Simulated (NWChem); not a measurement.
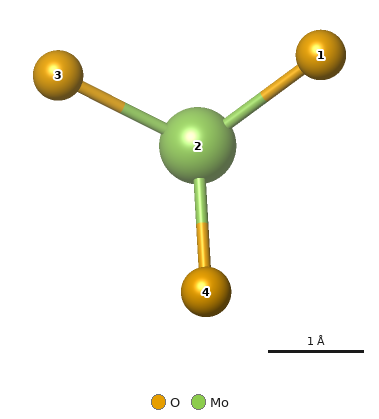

Figure 1. The input geometry (ball-and-stick view, seen at a tilt; atoms are numbered from 1 in the order of the input). Sticks mark near contacts. Bond lengths as drawn: Mo–O 1.69 Å.

## Energy and gradient calculation, with input and output: MoO₃ (part 1 of 2)

System: MoO₃, SMILES [O]=[Mo](=[O])=[O].
Method: HF/3-21G, RHF (NWChem 7.3.0).

The geometry comes from this level: PBE0-D4/def2-TZVP.

The input:
```
start run
title "MoO3 hf"
memory total 2200 mb

geometry units angstroms noautosym nocenter noautoz
 O     -0.968000    -0.149800     1.262500
 Mo    -0.138100    -0.336500    -0.200300
 O      1.507000    -0.607600     0.088800
 O     -0.345200     1.033600    -1.171400
end

basis "ao basis" spherical bse
 * library 3-21G
end

scf
 thresh 1e-08
 maxiter 80
 print medium
end

task scf gradient
```

Command:
```bash
nwchem run.nw > run.out
```

The program's output:
```
Northwest Computational Chemistry Package (NWChem) 7.3.0
             --------------------------------------------------------

           Job information
           ---------------

    nwchem branch   = 7.3.0
    use scalapack   = T
    input           = run.nw
    prefix          = run.
    data base       = ./run.db
    status          = startup
    nproc           =        1

           Memory information
           ------------------

    heap     =     72089598 doubles =      550.0 Mbytes
    stack    =     72089595 doubles =      550.0 Mbytes
    global   =    144179200 doubles =     1100.0 Mbytes (distinct from heap & stack)
    total    =    288358393 doubles =     2200.0 Mbytes
    verify   = yes
    hardfail = no

           Directory information
           ---------------------

  0 permanent = .
  0 scratch   = .

                                NWChem Input Module
                                -------------------

                                      MoO3 hf
                                      -------

 Scaling coordinates for geometry "geometry" by  1.889725989
 (inverse scale =  0.529177249)

                             Geometry "geometry" -> ""
                             -------------------------

 Output coordinates in angstroms (scale by  1.889725989 to convert to a.u.)

  No.       Tag          Charge          X              Y              Z
 ---- ---------------- ---------- -------------- -------------- --------------
    1 O                    8.0000    -0.96800000    -0.14980000     1.26250000
    2 Mo                  42.0000    -0.13810000    -0.33650000    -0.20030000
    3 O                    8.0000     1.50700000    -0.60760000     0.08880000
    4 O                    8.0000    -0.34520000     1.03360000    -1.17140000

      Atomic Mass
      -----------

      O                 15.994910
      Mo                97.905500

 Effective nuclear repulsion energy (a.u.)     351.8158303583

            Nuclear Dipole moment (a.u.)
            ----------------------------
        X                 Y               Z
 ---------------- ---------------- ----------------
    -8.0309575063   -22.5319588522   -13.1778152088

            XYZ format geometry
            -------------------
     4
 geometry
 O                    -0.96800000    -0.14980000     1.26250000
 Mo                   -0.13810000    -0.33650000    -0.20030000
 O                     1.50700000    -0.60760000     0.08880000
 O                    -0.34520000     1.03360000    -1.17140000

 ==============================================================================
                                internuclear distances
 ------------------------------------------------------------------------------
       center one      |      center two      | atomic units |  angstroms
 ------------------------------------------------------------------------------
    2 Mo               |   1 O                |     3.19770  |     1.69215
    3 O                |   2 Mo               |     3.19773  |     1.69217
    4 O                |   2 Mo               |     3.19755  |     1.69207
 ------------------------------------------------------------------------------
                         number of included internuclear distances:          3
 ==============================================================================

 ==============================================================================
                                 internuclear angles
 ------------------------------------------------------------------------------
        center 1       |       center 2       |       center 3       |  degrees
 ------------------------------------------------------------------------------
    1 O                |   2 Mo               |   3 O                |   110.29
    1 O                |   2 Mo               |   4 O                |   110.29
    3 O                |   2 Mo               |   4 O                |   110.29
 ------------------------------------------------------------------------------
                            number of included internuclear angles:          3
 ==============================================================================

 Summary of "ao basis" -> "" (spherical)
 ------------------------------------------------------------------------------
       Tag                 Description            Shells   Functions and Types
 ---------------- ------------------------------  ------  ---------------------
 *                           3-21G                    on all atoms

                      Basis "ao basis" -> "ao basis" (spherical)
                      -----
  [basis functions not shown]

 Summary of "ao basis" -> "ao basis" (spherical)
 ------------------------------------------------------------------------------
       Tag                 Description            Shells   Functions and Types
 ---------------- ------------------------------  ------  ---------------------
 O                           3-21G                   5        9   3s2p
 Mo                          3-21G                  14       36   6s5p3d

                                 NWChem SCF Module
                                 -----------------

                                      MoO3 hf

  ao basis        = "ao basis"
  functions       =    63
  atoms           =     4
  closed shells   =    33
  open shells     =     0
  charge          =   0.00
  wavefunction    = RHF
  input vectors   = atomic
  output vectors  = ./run.movecs
  use symmetry    = F
  symmetry adapt  = F

 Summary of "ao basis" -> "ao basis" (spherical)
 ------------------------------------------------------------------------------
       Tag                 Description            Shells   Functions and Types
 ---------------- ------------------------------  ------  ---------------------
 O                           3-21G                   5        9   3s2p
 Mo                          3-21G                  14       36   6s5p3d

 Forming initial guess at       0.1s

      Superposition of Atomic Density Guess
      -------------------------------------

 Sum of atomic energies:       -4179.53349959

      Non-variational initial energy
      ------------------------------

 Total energy =   -4179.389862
 1-e energy   =   -6473.216709
 2-e energy   =    1942.011017
 HOMO         =      -0.440039
 LUMO         =      -0.134386

 Starting SCF solution at       0.9s

 ----------------------------------------------
         Quadratically convergent ROHF

 Convergence threshold     :          1.000E-08
 Maximum no. of iterations :           80
 Final Fock-matrix accuracy:          1.000E-10
 ----------------------------------------------

              iter       energy          gnorm     gmax       time
             ----- ------------------- --------- --------- --------
                 1    -4179.2437929963  2.95D+00  8.25D-01      1.8
                 2    -4179.7614206826  7.19D-01  2.04D-01      2.6
                 3    -4179.7901563726  3.87D-01  1.23D-01      3.4
                 4    -4179.7977213789  1.79D-01  4.31D-02      4.7
                 5    -4179.8012559369  1.71D-02  6.85D-03      7.1
                 6    -4179.8014269856  1.20D-03  4.00D-04     11.7
                 7    -4179.8014271052  5.66D-07  1.76D-07     18.6
                 8    -4179.8014271052  8.10D-10  2.48D-10     25.5

       Final RHF  results
       ------------------

         Total SCF energy =  -4179.801427105206
      One-electron energy =  -6469.666640086256
      Two-electron energy =   1938.049382622755
 Nuclear repulsion energy =    351.815830358294

        Time for solution =     24.6s

             Final eigenvalues
             -----------------

              1
    1 -717.2129
    2 -102.9808
    3  -94.3370
    4  -94.3370
    5  -94.3350
    6  -20.5163
    7  -20.5160
    8  -20.5160
    9  -19.0351
   10  -15.5120
   11  -15.5120
   12  -15.5082
   13   -9.7554
   14   -9.7553
   15   -9.7513
   16   -9.7513
   17   -9.7491
   18   -3.0862
   19   -2.0152
   20   -2.0152
   21   -1.9759
   22   -1.2665
   23   -1.2418
   24   -1.2418
   25   -0.6349
   26   -0.6349
   27   -0.5805
   28   -0.5804
   29   -0.5723
   30   -0.4821
   31   -0.4634
   32   -0.4634
   33   -0.4488
   34   -0.0631
   35    0.0330
   36    0.0330
   37    0.0514
   38    0.0802
   39    0.0802
   40    0.0928
   41    0.1491
   42    0.1491
   43    0.2049

                       ROHF Final Molecular Orbital Analysis
                       -------------------------------------

 Vector   22  Occ=2.000000D+00  E=-1.266472D+00
              MO Center=  4.0D-02,  4.2D-02,  2.8D-02, r^2= 2.7D+00
   Bfn.  Coefficient  Atom+Function         Bfn.  Coefficient  Atom+Function
  ----- ------------  ---------------      ----- ------------  ---------------
     6      0.462887  1 O  s                 51      0.462801  3 O  s
    60      0.463332  4 O  s                 19     -0.254578  2 Mo s
    21     -0.159836  2 Mo py

 Vector   23  Occ=2.000000D+00  E=-1.241779D+00
              MO Center= -2.3D-01,  4.3D-01, -4.5D-01, r^2= 2.2D+00
   Bfn.  Coefficient  Atom+Function         Bfn.  Coefficient  Atom+Function
  ----- ------------  ---------------      ----- ------------  ---------------
    60      0.636857  4 O  s                  6     -0.362027  1 O  s
    22      0.319951  2 Mo pz                51     -0.275518  3 O  s
    21     -0.229277  2 Mo py                55     -0.195916  4 O  s
    56      0.187437  4 O  s

 Vector   24  Occ=2.000000D+00  E=-1.241762D+00
              MO Center=  2.9D-01, -3.9D-01,  4.8D-01, r^2= 2.2D+00
   Bfn.  Coefficient  Atom+Function         Bfn.  Coefficient  Atom+Function
  ----- ------------  ---------------      ----- ------------  ---------------
    51     -0.576763  3 O  s                  6      0.526709  1 O  s
    20      0.363832  2 Mo px                46      0.177430  3 O  s
    16     -0.169359  2 Mo px                47     -0.169749  3 O  s
     1     -0.162032  1 O  s                  2      0.155018  1 O  s

 Vector   25  Occ=2.000000D+00  E=-6.349150D-01
              MO Center= -5.0D-02,  8.1D-02, -1.2D-01, r^2= 2.6D+00
   Bfn.  Coefficient  Atom+Function         Bfn.  Coefficient  Atom+Function
  ----- ------------  ---------------      ----- ------------  ---------------
    61      0.232338  4 O  px                57      0.231034  4 O  px
    38      0.204347  2 Mo d  0              36      0.202512  2 Mo d -2
    48      0.201233  3 O  px                52      0.191375  3 O  px
    39      0.184229  2 Mo d  1              41      0.160682  2 Mo d -2
     8     -0.156819  1 O  py                 4     -0.155247  1 O  py

 Vector   26  Occ=2.000000D+00  E=-6.349037D-01
              MO Center=  7.6D-02, -1.2D-01,  1.1D-01, r^2= 2.6D+00
   Bfn.  Coefficient  Atom+Function         Bfn.  Coefficient  Atom+Function
  ----- ------------  ---------------      ----- ------------  ---------------
    50      0.235363  3 O  pz                54      0.236459  3 O  pz
    39     -0.218958  2 Mo d  1               5      0.202425  1 O  pz
     9      0.197756  1 O  pz                58     -0.197436  4 O  py
    62     -0.189775  4 O  py                37     -0.176597  2 Mo d -1
    40     -0.176019  2 Mo d  2              44     -0.162304  2 Mo d  1

 Vector   27  Occ=2.000000D+00  E=-5.804729D-01
              MO Center= -2.0D-01,  1.5D-01, -3.6D-01, r^2= 2.4D+00
   Bfn.  Coefficient  Atom+Function         Bfn.  Coefficient  Atom+Function
  ----- ------------  ---------------      ----- ------------  ---------------
    63      0.287230  4 O  pz                59      0.263712  4 O  pz
    40     -0.255031  2 Mo d  2              38     -0.242576  2 Mo d  0
     7     -0.196226  1 O  px                37     -0.186456  2 Mo d -1
     3     -0.181214  1 O  px                43     -0.177821  2 Mo d  0
```
